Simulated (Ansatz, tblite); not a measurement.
# The cluster Te₂Mo: isomers from a random search

Aim: relax the candidate shapes of the cluster Te₂Mo that a cheap search turned up, and see how the levels of theory order them.

Method: relaxed with B3LYP-D4/def2-TZVP, singlet; program: Ansatz 0.2.0, Gaussian basis.

3 further runs of the same task are left out: 3 set aside as unsound or not needed.

## (1) Where the work starts

3 atoms, charge 0, spin multiplicity 1.

Atoms are counted from 1 here; the program's logs count them from 0.

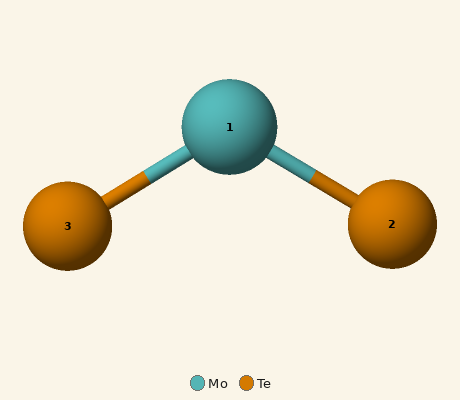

Start geometry, drawn with molybdenum teal, tellurium orange; atoms are numbered from 1 in the order of the file.

Mo, Te take a core potential in the def2 sets. No spin-orbit coupling is included.

A search from random starts with GFN1-xTB found 3 distinct shapes; 2 go on here. The structure above is candidate A, which lies 0.00 eV above the lowest at that level; B lies 1.40 eV above the lowest at that level.

## (2) Relaxing candidate A

File in.yaml:

```yaml
crystal:
  periodic: [false, false, false]
  atoms:
    - {symbol: Mo, position_ang: [0.112190, 0.740420, 0.403840]}
    - {symbol: Te, position_ang: [-1.800290, -0.723240, 0.929590]}
    - {symbol: Te, position_ang: [1.688100, -0.017170, -1.333430]}
basis:
  gaussian: {orbitals: def2-TZVP}
hamiltonian: {xc: {name: B3LYP}, dispersion: d4}
scf: {lower_state_search: "off"}
output: {orbitals: {seedname: orbitals}}
relax: {f_tol: 0.02, max_steps: 100}
```

Started as:

```sh
$ ansatz run in.yaml --threads 4 --pin off --events-out ev --progress --plain --max-ram 3916MiB
```

Log, shortened:

```text
Functional definition: B3LYP
  name "B3LYP"
  cite "Stephens, Devlin, Chabalowski & Frisch, J. Phys. Chem. 98, 11623 (1994) doi:10.1021/j100096a001"
  cite "Becke, Phys. Rev. A 38, 3098 (1988) doi:10.1103/PhysRevA.38.3098"
  cite "Lee, Yang & Parr, Phys. Rev. B 37, 785 (1988) doi:10.1103/PhysRevB.37.785"
  cite "Vosko, Wilk & Nusair, Can. J. Phys. 58, 1200 (1980) doi:10.1139/p80-159"
[...]
1217 factors; their error is unknown
[...]
mean field -16447.96227274 eV, -604.4514646938 hartree, gradient 1.5e-6 eV, S^2 0.000000; 0 other end points of the search recorded, 0 dependent functions left out
[...]
reference -16447.96248169 eV, -604.4514723726 hartree; 31, 31 occupied and 109, 109 virtual orbitals, 1217 factors
relax step   1: F+E_penalty+E_count = -16448.21154901 eV  Δ(F+E_penalty+E_count) = +0.000e0 eV  max|allowed force component| = 4.756e-1 eV/Å  Δτ_max = 0.0000 Å  (56 SCF iters, accepted)
[...]
relax step   3: F+E_penalty+E_count = -16448.30001220 eV  Δ(F+E_penalty+E_count) = -5.102e-3 eV  max|allowed force component| = 2.514e-2 eV/Å  Δτ_max = 0.0430 Å  (37 SCF iters, accepted)
[...]
relax step   4: F+E_penalty+E_count = -16448.30023779 eV  Δ(F+E_penalty+E_count) = -2.256e-4 eV  max|allowed force component| = 6.645e-3 eV/Å  Δτ_max = 0.0070 Å  (38 SCF iters, accepted)
Total energy: -16448.30044337 eV, -604.4638922355 hartree
Atom 0 at     0.125974     0.831756     0.453700 Å, force    -0.000717    -0.006645    -0.003851 eV/Å
Atom 1 at    -1.685762    -0.744318     0.825900 Å, force     0.005524     0.004257    -0.001499 eV/Å
Atom 2 at     1.559788    -0.087428    -1.279601 Å, force    -0.004807     0.002388     0.005350 eV/Å
Dipole moment:     0.086501     0.571215     0.311594 e Å
Checks for a lower state left out: stability, starts, cluster_reference, orbital_swaps, neighbouring_geometries, increment
```

It took 8.5 s on 4 threads of Arm Neoverse V2, shared host.

Step by step:

| step | energy from step 1 (eV) | largest force component (eV/Å) |
| --- | --- | --- |
| 1 | 0.0000 | 0.4756 |
| 2 | -0.0834 | 0.1373 |
| 3 | -0.0885 | 0.0251 |
| 4 | -0.0887 | 0.0066 |

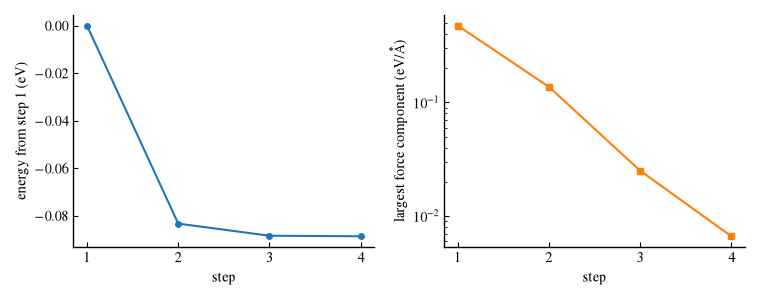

Energy and largest force along the relaxation.

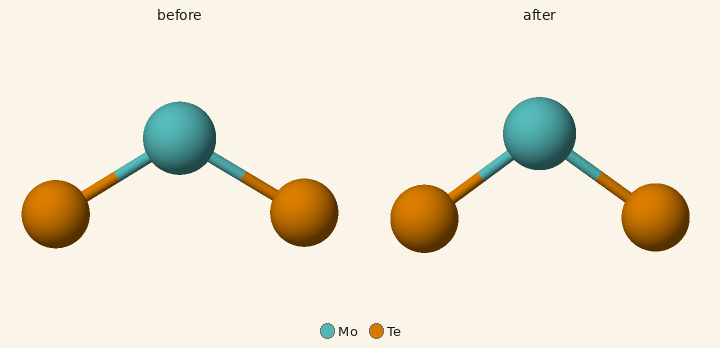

Before and after, at one scale.

Distances of close pairs at the start and the end, largest changes first:

```
   bond  before (Å)  after (Å)  change (Å)
Mo1–Te2       2.465      2.430      -0.035
Mo1–Te3       2.465      2.430      -0.035
```

## (3) Relaxing candidate B

File in.yaml:

```yaml
crystal:
  periodic: [false, false, false]
  atoms:
    - {symbol: Mo, position_ang: [-0.281760, 1.219280, -0.760230]}
    - {symbol: Te, position_ang: [0.109170, 0.113440, 1.550310]}
    - {symbol: Te, position_ang: [0.172590, -1.332720, -0.790080]}
basis:
  gaussian: {orbitals: def2-TZVP}
hamiltonian: {xc: {name: B3LYP}, dispersion: d4}
scf: {lower_state_search: "off"}
output: {orbitals: {seedname: orbitals}}
relax: {f_tol: 0.02, max_steps: 100}
```

The command is unchanged.

Log, shortened:

```text
Functional definition: B3LYP
  name "B3LYP"
  cite "Stephens, Devlin, Chabalowski & Frisch, J. Phys. Chem. 98, 11623 (1994) doi:10.1021/j100096a001"
  cite "Becke, Phys. Rev. A 38, 3098 (1988) doi:10.1103/PhysRevA.38.3098"
  cite "Lee, Yang & Parr, Phys. Rev. B 37, 785 (1988) doi:10.1103/PhysRevB.37.785"
  cite "Vosko, Wilk & Nusair, Can. J. Phys. 58, 1200 (1980) doi:10.1139/p80-159"
[...]
1217 factors; their error is unknown
[...]
mean field -16446.64508916 eV, -604.4030590902 hartree, gradient 4.5e-6 eV, S^2 0.000000; 0 other end points of the search recorded, 0 dependent functions left out
[...]
reference -16446.64528834 eV, -604.4030664100 hartree; 31, 31 occupied and 109, 109 virtual orbitals, 1217 factors
relax step   1: F+E_penalty+E_count = -16446.92794855 eV  Δ(F+E_penalty+E_count) = +0.000e0 eV  max|allowed force component| = 1.346e-1 eV/Å  Δτ_max = 0.0000 Å  (27 SCF iters, accepted)
[...]
relax step   2: F+E_penalty+E_count = -16446.92632750 eV  Δ(F+E_penalty+E_count) = +1.621e-3 eV  max|allowed force component| = 1.805e-1 eV/Å  Δτ_max = 0.0194 Å  (29 SCF iters, rejected (line search))
[...]
relax step   3: F+E_penalty+E_count = -16446.92896420 eV  Δ(F+E_penalty+E_count) = -1.016e-3 eV  max|allowed force component| = 2.138e-3 eV/Å  Δτ_max = 0.0078 Å  (31 SCF iters, accepted)
Total energy: -16446.92916316 eV, -604.4134986172 hartree
Atom 0 at    -0.280262     1.212727    -0.756334 Å, force     0.000330    -0.001836     0.000013 eV/Å
Atom 1 at     0.108368     0.118377     1.551290 Å, force     0.000007    -0.000302    -0.000561 eV/Å
Atom 2 at     0.171893    -1.331104    -0.794957 Å, force    -0.000337     0.002138     0.000547 eV/Å
Dipole moment:    -0.133981     0.579869    -0.361322 e Å
Checks for a lower state left out: stability, starts, cluster_reference, orbital_swaps, neighbouring_geometries, increment
```

Wall time 6 s (4 threads of Arm Neoverse V2, shared host).

Step by step: (the energy doesn't fall at every step)

| step | energy from step 1 (eV) | largest force component (eV/Å) |
| --- | --- | --- |
| 1 | 0.0000 | 0.1346 |
| 2 | 0.0016 | 0.1805 |
| 3 | -0.0010 | 0.0021 |

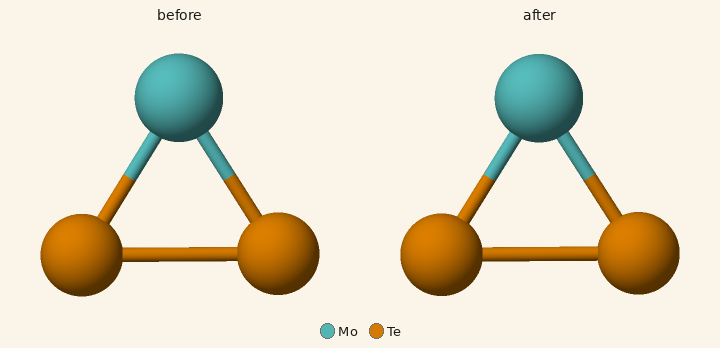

The geometry before (left) and after (right).

Distances of close pairs at the start and the end, largest changes first:

```csv
bond,before (Å),after (Å),change (Å)
Mo1–Te3,2.592,2.584,-0.008
Mo1–Te2,2.591,2.583,-0.008
Te2–Te3,2.752,2.759,+0.007
```

## (4) The relaxed candidates

```csv
candidate,point group,"bonds (count, mean Å)",energy above the lowest (kJ/mol)
A,C2v,"Mo–Te 2, 2.43",0.0
B,C2v,"Mo–Te 2, 2.58; Te–Te 1, 2.76",132.3
```

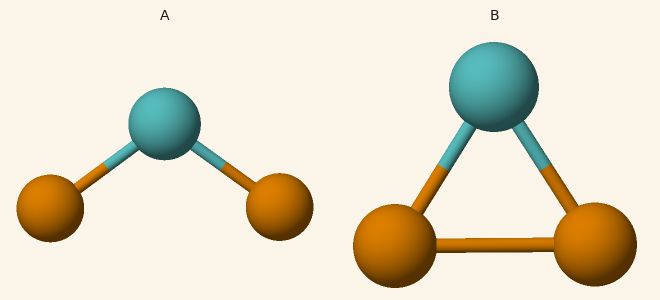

The candidates after relaxation.

## (5) Candidate B, GFN1-xTB

Tight binding, by tblite at 300 K electronic temperature and without a spin-polarisation term:

```python
tblite.interface.Calculator('GFN1-xTB', numbers, positions, charge=0, uhf=0).singlepoint()
```

Energy -259.8021 eV, HOMO -9.16 eV, LUMO -9.04 eV; 0.003 s.

## (6) Candidate B, GFN2-xTB

Tight binding, by tblite at 300 K electronic temperature and without a spin-polarisation term:

```python
tblite.interface.Calculator('GFN2-xTB', numbers, positions, charge=0, uhf=0).singlepoint()
```

Energy -222.6554 eV, HOMO -10.65 eV, LUMO -10.39 eV; 0.005 s.

## (7) Candidate B, PBE0-D4/def2-TZVP

start.molden holds the orbitals of an earlier run on this state, given as this run's starting guess.

File in.yaml:

```yaml
crystal:
  periodic: [false, false, false]
  atoms:
    - {symbol: Mo, position_ang: [-0.280262, 1.212727, -0.756334]}
    - {symbol: Te, position_ang: [0.108368, 0.118377, 1.551290]}
    - {symbol: Te, position_ang: [0.171893, -1.331104, -0.794957]}
basis:
  gaussian: {orbitals: def2-TZVP, initial_orbitals: start.molden}
hamiltonian: {xc: pbe0, dispersion: d4}
scf: {omitted_lower_state_checks: [starts]}
output: {orbitals: {seedname: orbitals}}
```

Launched as before.

Log, shortened:

```text
Functional definition: PBE0
  name "PBE0"
  cite "Adamo & Barone, J. Chem. Phys. 110, 6158 (1999) doi:10.1063/1.478522"
  cite "Perdew, Burke & Ernzerhof, Phys. Rev. Lett. 77, 3865 (1996) doi:10.1103/PhysRevLett.77.3865"
  parent pbe
[...]
1254 factors; their error is unknown
[...]
mean field -16441.45517110 eV, -604.2123331194 hartree, gradient 6.2e-6 eV, S^2 0.000000; 0 other end points of the search recorded, 0 dependent functions left out
reference -16441.45519720 eV, -604.2123340783 hartree; 31, 31 occupied and 109, 109 virtual orbitals, 1254 factors
Total energy: -16441.59739314 eV, -604.2175596830 hartree
Checks for a lower state left out: starts
```

It took 4.7 s on 4 threads of Arm Neoverse V2, shared host.

HOMO -5.06 eV, LUMO -2.80 eV.

## (8) Candidate B, PBE-D4/def2-TZVP

Changes to in.yaml since step 7:

```diff
@@ -8,4 +8,4 @@
   gaussian: {orbitals: def2-TZVP, initial_orbitals: start.molden}
-hamiltonian: {xc: pbe0, dispersion: d4}
+hamiltonian: {xc: pbe, dispersion: d4}
 scf: {omitted_lower_state_checks: [starts]}
-output: {orbitals: {seedname: orbitals}}
+output: {forces: true, orbitals: {seedname: orbitals}}
```

Same command.

Log, shortened:

```text
Functional definition: PBE
  name "PBE"
  cite "Perdew, Burke & Ernzerhof, Phys. Rev. Lett. 77, 3865 (1996) doi:10.1103/PhysRevLett.77.3865"
  parent pbe
[...]
1080 factors; their error is unknown
[...]
mean field -16441.87059555 eV, -604.2275996863 hartree, gradient 2.5e-6 eV, S^2 0.000000; 0 other end points of the search recorded, 0 dependent functions left out
[...]
reference -16441.87062911 eV, -604.2276009194 hartree; 31, 31 occupied and 109, 109 virtual orbitals, 1080 factors
Total energy: -16442.03836213 eV, -604.2337649945 hartree
Atom 0 at    -0.280262     1.212727    -0.756334 Å, force     0.088729    -0.381934     0.243756 eV/Å
Atom 1 at     0.108368     0.118377     1.551290 Å, force    -0.039672     0.070611    -0.323672 eV/Å
Atom 2 at     0.171893    -1.331104    -0.794957 Å, force    -0.049057     0.311324     0.079915 eV/Å
Dipole moment:    -0.091865     0.397803    -0.247289 e Å
Checks for a lower state left out: starts
```

It took 1.9 s on 4 threads of Arm Neoverse V2, shared host.

Report: HOMO -3.65 eV, LUMO -3.66 eV. Doubts: an empty level lies below a filled one.

## (9) Candidate B, r2SCAN-D4/def2-TZVP

Changes to in.yaml since step 8:

```diff
@@ -8,4 +8,4 @@
   gaussian: {orbitals: def2-TZVP, initial_orbitals: start.molden}
-hamiltonian: {xc: pbe, dispersion: d4}
+hamiltonian: {xc: r2scan, dispersion: d4}
 scf: {omitted_lower_state_checks: [starts]}
-output: {forces: true, orbitals: {seedname: orbitals}}
+output: {orbitals: {seedname: orbitals}}
```

Same command.

Log:

```text
Functional definition: r2SCAN
  name "r2SCAN"
  cite "Furness, Kaplan, Ning, Perdew & Sun, J. Phys. Chem. Lett. 11, 8208 (2020) doi:10.1021/acs.jpclett.0c02405"
  cite "Furness, Kaplan, Ning, Perdew & Sun, J. Phys. Chem. Lett. 11, 9248 (2020) doi:10.1021/acs.jpclett.0c03077"
  parent r2scan
  parameter k0 = 0.174
  parameter k1 = 0.065
  parameter a1 = 4.9479
  exchange = r2scan_x(k0 = k0, k1 = k1, a1 = a1)
  correlation = r2scan_c
these checks for a lower state are left out or cut short: starts
1080 factors; their error is unknown
mean field evaluation 1: about -16447.8972 eV, gradient 6.1e0 eV
mean field evaluation 2: about -16447.9661 eV, gradient 1.3e-1 eV
mean field evaluation 4: about -16447.7029 eV, gradient 3.2e-3 eV
mean field evaluation 8: about -16447.7029 eV, gradient 2.2e-5 eV
mean field -16447.70287109 eV, -604.4419318590 hartree, gradient 2.2e-5 eV, S^2 0.000000; 0 other end points of the search recorded, 0 dependent functions left out
reference -16447.70288211 eV, -604.4419322641 hartree; 31, 31 occupied and 109, 109 virtual orbitals, 1080 factors
Total energy: -16447.73047641 eV, -604.4429463360 hartree
Checks for a lower state left out: starts
```

It took 3.2 s on 4 threads of Arm Neoverse V2, shared host.

HOMO -3.88 eV, LUMO -3.46 eV.

## (10) Candidate B, B3LYP-D4/def2-TZVP

Changes to in.yaml since step 9:

```diff
@@ -8,3 +8,3 @@
   gaussian: {orbitals: def2-TZVP, initial_orbitals: start.molden}
-hamiltonian: {xc: r2scan, dispersion: d4}
+hamiltonian: {xc: {name: B3LYP}, dispersion: d4}
 scf: {omitted_lower_state_checks: [starts]}
```

The command is unchanged.

Log, shortened:

```text
Functional definition: B3LYP
  name "B3LYP"
  cite "Stephens, Devlin, Chabalowski & Frisch, J. Phys. Chem. 98, 11623 (1994) doi:10.1021/j100096a001"
  cite "Becke, Phys. Rev. A 38, 3098 (1988) doi:10.1103/PhysRevA.38.3098"
  cite "Lee, Yang & Parr, Phys. Rev. B 37, 785 (1988) doi:10.1103/PhysRevB.37.785"
  cite "Vosko, Wilk & Nusair, Can. J. Phys. 58, 1200 (1980) doi:10.1139/p80-159"
[...]
1217 factors; their error is unknown
[...]
mean field -16446.64608942 eV, -604.4030958490 hartree, gradient 8.3e-6 eV, S^2 0.000000; 0 other end points of the search recorded, 0 dependent functions left out
reference -16446.64628838 eV, -604.4031031607 hartree; 31, 31 occupied and 109, 109 virtual orbitals, 1217 factors
Total energy: -16446.92916316 eV, -604.4134986171 hartree
Checks for a lower state left out: starts
```

Wall time 4.5 s (4 threads of Arm Neoverse V2, shared host).

Report: HOMO -4.82 eV, LUMO -3.00 eV.

## (11) Candidate B, HSE06-D4/def2-TZVP

Changes to in.yaml since step 10:

```diff
@@ -8,3 +8,3 @@
   gaussian: {orbitals: def2-TZVP, initial_orbitals: start.molden}
-hamiltonian: {xc: {name: B3LYP}, dispersion: d4}
+hamiltonian: {xc: hse06, dispersion: d4}
 scf: {omitted_lower_state_checks: [starts]}
```

Same command.

Log, shortened:

```text
Functional definition: HSE06
  name "HSE06"
  cite "Heyd, Scuseria & Ernzerhof, J. Chem. Phys. 118, 8207 (2003) doi:10.1063/1.1564060"
  cite "Krukau, Vydrov, Izmaylov & Scuseria, J. Chem. Phys. 125, 224106 (2006) doi:10.1063/1.2404663"
  cite "Heyd & Scuseria, J. Chem. Phys. 120, 7274 (2004) doi:10.1063/1.1668634"
  cite "Ernzerhof & Perdew, J. Chem. Phys. 109, 3313 (1998) doi:10.1063/1.476928"
  cite "Perdew, Burke & Ernzerhof, Phys. Rev. Lett. 77, 3865 (1996) doi:10.1103/PhysRevLett.77.3865"
  parent pbe
[...]
  # The whole range is PBE's own exchange, as in plane waves. The composition of these papers is wPBEh.
[...]
1254 factors; their error is unknown
68 factors; integrals over basis functions are off by at most 2.6e-5 eV
[...]
mean field -16441.36828854 eV, -604.2091402443 hartree, gradient 5.9e-6 eV, S^2 0.000000; 0 other end points of the search recorded, 0 dependent functions left out
reference -16441.36832330 eV, -604.2091415216 hartree; 31, 31 occupied and 109, 109 virtual orbitals, 1254 factors
Total energy: -16441.50839231 eV, -604.2142889629 hartree
Checks for a lower state left out: starts
```

Wall time 4.6 s (4 threads of Arm Neoverse V2, shared host).

From the report: HOMO -4.65 eV, LUMO -3.17 eV.

## (12) Candidate B, CCSD(T)/def2-TZVPP

Changes to in.yaml since step 11:

```diff
@@ -7,4 +7,4 @@
 basis:
-  gaussian: {orbitals: def2-TZVP, initial_orbitals: start.molden}
-hamiltonian: {xc: hse06, dispersion: d4}
+  gaussian: {orbitals: def2-TZVPP, initial_orbitals: start.molden}
+correlation: {method: ccsd_t}
 scf: {omitted_lower_state_checks: [starts]}
```

Launched as before.

Log, shortened:

```text
Functional definition: HF
  name "HF"
  cite "Fock, Z. Phys. 61, 126 (1930) doi:10.1007/BF01340294"
  parent pbe
[...]
1336 factors; integrals over basis functions are off by at most 8.1e-4 eV
[...]
mean field -16367.61852979 eV, -601.4988865996 hartree, gradient 3.0e-6 eV, S^2 0.000000; 2 other end points of the search recorded, 0 dependent functions left out; unrestricted orbitals would lower it
[...]
determinant -16367.61852979 eV, -601.4988865996 hartree, with singles and doubles -16403.28660683 eV, -602.8096642539 hartree
determinant -16367.44601467 eV, -601.4925467856 hartree, with singles and doubles -16402.84999227 eV, -602.7936189650 hartree
determinant -16367.15308464 eV, -601.4817818058 hartree, with singles and doubles -16402.53673765 eV, -602.7821070701 hartree
determinant -16367.61852979 eV, -601.4988865996 hartree, with singles and doubles -16403.34520770 eV, -602.8118177961 hartree
determinant -16367.44601467 eV, -601.4925467856 hartree, with singles and doubles -16402.88818893 eV, -602.7950226664 hartree
[...]
unrestricted determinant -16368.85708339 eV, -601.5444026048 hartree, S^2 1.9886
8 core orbitals not correlated: weight in the atoms' cores, before any rotation towards them, 1.000 or more for the frozen orbitals, at most 0.000 for the correlated occupied ones
reference -16367.61852979 eV, -601.4988865996 hartree; 23, 23 occupied and 125, 125 virtual orbitals, 1336 factors
second order -37.22418930 eV of doubles, -0.00000000 eV of singles
cycle   1  -35.72666994 eV  change    8.0e-6 eV  update   3.8e-6
perturbative correction -1.60806999 eV, -0.0590954822 hartree
Total energy: -16404.95326973 eV, -602.8709129858 hartree
Checks for a lower state left out: starts
```

Wall time 3.9 min (4 threads of Arm Neoverse V2, shared host); peak memory 1.8 GiB.

Hartree-Fock HOMO -7.15 eV, LUMO -0.41 eV; T1 0.044. Doubts: restricted state is unstable towards broken spin symmetry.

## (13) B against A

The energies of A at these levels come from its own runs, whose logs aren't repeated here.

```csv
level,B above A (kJ/mol),time
GFN1-xTB,+133.3,0.005 s
GFN2-xTB,+100.2,0.008 s
HF/def2-TZVPP†,+0.4,
PBE-D4/def2-TZVP†,+153.5,3.3 s
r2SCAN-D4/def2-TZVP,+158.2,6.4 s
B3LYP-D4/def2-TZVP,+132.3,7.5 s
PBE0-D4/def2-TZVP,+119.9,8.7 s
HSE06-D4/def2-TZVP,+121.5,7.6 s
MP2/def2-TZVPP†,+264.8,
CCSD/def2-TZVPP†,+117.5,
CCSD(T)/def2-TZVPP†,+151.6,5.4 min
```

Times add the two runs; a level without a time comes out of a correlated run. † marks a level with a doubtful state (flagged, unstable, out of aufbau order, or strongly spin-contaminated); such levels are left out of the summary. CCSD(T)/def2-TZVPP is no safe reference here (large T1 diagnostic, restricted state is unstable towards broken spin symmetry).

## (14) Outcome

| quantity | value |
| --- | --- |
| B above A, range of the levels free of doubt, tight binding aside | +119.9 to +158.2 kJ/mol |
| levels that put B lower | none |

**Reading.** All levels free of doubt put A (C2v) below B (C2v), by 100.2 to 158.2 kJ/mol. A random search of this size may have missed the true lowest shape. Only singlets are compared; another spin may lie lower and prefer another shape.
